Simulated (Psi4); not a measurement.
**AlBNH4F (SMILES [NH2][AlH][BH]F) at HF/heavy-aug-cc-pVDZ**

Aim: the vertical ionisation energy of AlBNH4F at HF/heavy-aug-cc-pVDZ, from 2 runs. 

Program for the calculation: Psi4 1.11.

### 1 Starting point

The species is AlBNH4F (8 atoms), meant as a singlet with charge 0. SMILES: `[NH2][AlH][BH]F`. Geometry: relaxed at PBE0-D4/def2-TZVP. This is one conformer, not always the lowest.

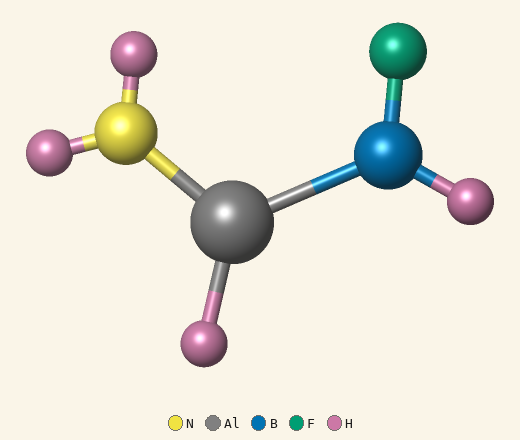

Viewed from a chosen angle; nitrogen yellow, aluminium grey, boron blue, fluorine teal, hydrogen pink.

### 2 A single-point energy at HF/heavy-aug-cc-pVDZ

Contents of job.in:

```
memory 1600 MB

molecule {
  N     -1.034900     1.238000     0.178100
  Al     0.358400     0.247200     0.637000
  B      0.824000    -1.438600    -0.645900
  F      0.022100    -1.693000    -1.675500
  H     -1.365500     2.050100     0.674400
  H     -1.614500     1.063500    -0.627700
  H      1.149400     0.679500     1.946200
  H      1.753200    -2.203800    -0.542400
  symmetry c1
}

set {
  reference rhf
  puream    true
  scf_type  pk
}

e_tot = energy("scf/heavy-aug-cc-pVDZ")
```

Launch:

```sh
$ psi4 -n 1 job.in job.out
```

job.out:

```text
[...]
  Running in c1 symmetry.
[...]
  Nuclear repulsion =  128.701780416363988
[...]
  Multiplicity = 1
[...]
  Nalpha       = 19
  Nbeta        = 19
[...]
    Number of basis functions: 116
[...]
   @RHF iter   1:  -422.75331448347060   -1.21962e+00   4.83731e-03 ADIIS/DIIS
[...]
   @RHF iter   8:  -422.89524996477405   -4.07071e-08   3.49216e-07 DIIS
[...]
    Orbital Energies [Eh]
    ---------------------
    Doubly Occupied:
       1A    -58.460855     2A    -26.310572     3A    -15.535267
       4A     -7.665345     5A     -4.878212     6A     -3.193185
       7A     -3.191595     8A     -3.190337     9A     -1.615981
      10A     -1.109523    11A     -0.783127    12A     -0.696062
      13A     -0.666774    14A     -0.638938    15A     -0.608124
      16A     -0.568277    17A     -0.463673    18A     -0.398557
      19A     -0.376957
[...]
  @RHF Final Energy:  -422.89524996477405
   => Energetics <=
    Nuclear Repulsion Energy =            128.7017804163639880
    One-Electron Energy =                -842.4913117255605357
    Two-Electron Energy =                 290.8942813444224385
    Total Energy =                       -422.8952499647740524
[...]
 Multipole Moments:
 ------------------------------------------------------------------------------------
     Multipole            Electronic (a.u.)      Nuclear  (a.u.)        Total (a.u.)
 ------------------------------------------------------------------------------------
 L = 1.  Multiply by 2.5417464519 to convert [e a0] to [Debye]
 Dipole X            :          1.1827493           -1.2650672           -0.0823179
 Dipole Y            :         -4.2674724            4.5014775            0.2340051
 Dipole Z            :         -3.0501439            3.1839499            0.1338060
 Magnitude           :                                                    0.2818487
[...]
```

Run time: 9.3 s. Hardware: 1 thread of Intel Xeon at 2.60GHz (Ice Lake), shared host; peak memory 0.61 GiB.

### 3 The doublet cation

Contents of albfh4n.dat:

```
memory 1600 mb

molecule m {
  1 2
  N     -1.034900     1.238000     0.178100
  Al     0.358400     0.247200     0.637000
  B      0.824000    -1.438600    -0.645900
  F      0.022100    -1.693000    -1.675500
  H     -1.365500     2.050100     0.674400
  H     -1.614500     1.063500    -0.627700
  H      1.149400     0.679500     1.946200
  H      1.753200    -2.203800    -0.542400
  symmetry c1
}

set basis heavy-aug-cc-pVDZ
set reference uhf
set puream true
set scf_type pk
set maxiter 100

energy_value = energy("hf")
print_variables()
```

Launch:

```sh
$ psi4 -n 1 albfh4n.dat albfh4n.out
```

albfh4n.out:

```text
[...]
  Running in c1 symmetry.
[...]
  Nuclear repulsion =  128.701780416363988
[...]
  Multiplicity = 2
[...]
  Nalpha       = 19
  Nbeta        = 18
[...]
    Number of basis functions: 116
[...]
   @UHF iter   1:  -422.39435907132486   -8.60661e-01   4.84597e-03 DIIS/ADIIS
[...]
   @UHF iter  11:  -422.55985040910394   -9.33003e-08   6.23564e-07 DIIS
[...]
   @S^2 Observed:                7.742946403E-01
[...]
    Orbital Energies [Eh]
    ---------------------
    Alpha Occupied:
       1A    -58.733139     2A    -26.577907     3A    -15.728270
       4A     -7.985116     5A     -5.146773     6A     -3.464330
       7A     -3.460044     8A     -3.457339     9A     -1.876145
      10A     -1.296891    11A     -1.051448    12A     -0.967885
      13A     -0.916834    14A     -0.896948    15A     -0.824791
      16A     -0.803278    17A     -0.721013    18A     -0.682478
      19A     -0.582786
    Alpha Virtual:
      20A     -0.206062    21A     -0.100592    22A     -0.091058
      23A     -0.078956    24A     -0.068428    25A     -0.062763
[...]
  @UHF Final Energy:  -422.55985040910394
   => Energetics <=
    Nuclear Repulsion Energy =            128.7017804163639880
    One-Electron Energy =                -833.1607895700099107
    Two-Electron Energy =                 281.8991587445419214
    Total Energy =                       -422.5598504091039445
  UHF NO Occupations:
  HONO-2 :   17  A 1.9971017
  HONO-1 :   18  A 1.9916050
  HONO-0 :   19  A 1.0000000
  LUNO+0 :   20  A 0.0083950
  LUNO+1 :   21  A 0.0028983
[...]
 Multipole Moments:
 ------------------------------------------------------------------------------------
     Multipole            Electronic (a.u.)      Nuclear  (a.u.)        Total (a.u.)
 ------------------------------------------------------------------------------------
 L = 1.  Multiply by 2.5417464519 to convert [e a0] to [Debye]
 Dipole X            :          2.1704442           -1.2650672            0.9053770
 Dipole Y            :         -4.7972721            4.5014775           -0.2957946
 Dipole Z            :         -2.5954128            3.1839499            0.5885371
 Magnitude           :                                                    1.1196329
[...]
```

Run time: 11 s. Hardware: 1 thread of Intel Xeon at 2.60GHz (Ice Lake), shared host; peak memory 0.61 GiB.

### 4 Summary of results

Level: HF/heavy-aug-cc-pVDZ.

```
                                          quantity          value
                     singlet AlBNH4F: total energy  -422.89525 Eh
                    singlet AlBNH4F: dipole moment         0.72 D
                      singlet AlBNH4F: HOMO energy      -10.26 eV
                      singlet AlBNH4F: LUMO energy        0.50 eV
                    singlet AlBNH4F: HOMO–LUMO gap       10.76 eV
                      doublet cation: total energy  -422.55985 Eh
doublet cation: HOMO energy (highest over α and β)      -15.86 eV
 doublet cation: LUMO energy (lowest over α and β)       -8.07 eV
                              doublet cation: ⟨S²⟩          0.774
vertical ionisation energy (to the doublet cation)       9.127 eV
```

What this shows: Removing an electron at fixed nuclei costs 9.13 eV (881 kJ/mol). −ε(HOMO) before ionisation, 10.26 eV, is 1.13 eV above this ionisation energy.
